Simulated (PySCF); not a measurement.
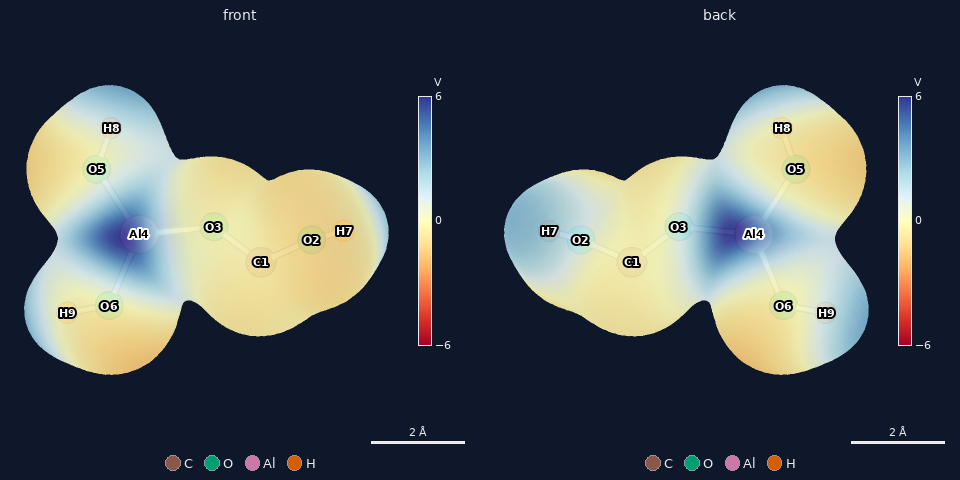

CH3AlO4 (SMILES O[C][O][Al]([OH])[OH]) (triplet). The molecular electrostatic potential painted on the density surface at 0.004 e/bohr³, seen from the front and from behind; the colour scale runs from red (negative) to blue (positive).

Geometry: PBE0-D3(BJ)/def2-SVP.

Theory: UKS B3LYP, IGLO-III on Al C O, pcH-1 on H, non-relativistic, mean-field spin-orbit, GIAO (PySCF).

Input

```
{"job": {"kind": "epr"}, "charge": 0, "multiplicity": 3}
C     -0.775068    -1.711973     0.036731
O     -1.883575    -2.310224     0.475738
O     -0.506641    -0.427996     0.254602
Al     0.582545     0.774331    -0.278624
O      0.367444     2.355100     0.281408
O      1.856098     0.370465    -1.310258
H     -1.729561    -2.718589     1.343864
H     -0.349704     2.640772     0.848615
H      2.482678     1.004917    -1.660646
```

Run with:

```sh
OMP_NUM_THREADS=1 python cluster_run.py task.json out
```

Question: Which sites attract a positive test charge, and which a negative one?

Answer: A positive charge is drawn to the negative regions and a negative charge to the positive ones. The most negative region (about −1.6 V) lies over O6, the most positive (about +5.8 V) over Al4. O6 is the likeliest acceptor of a hydrogen bond.
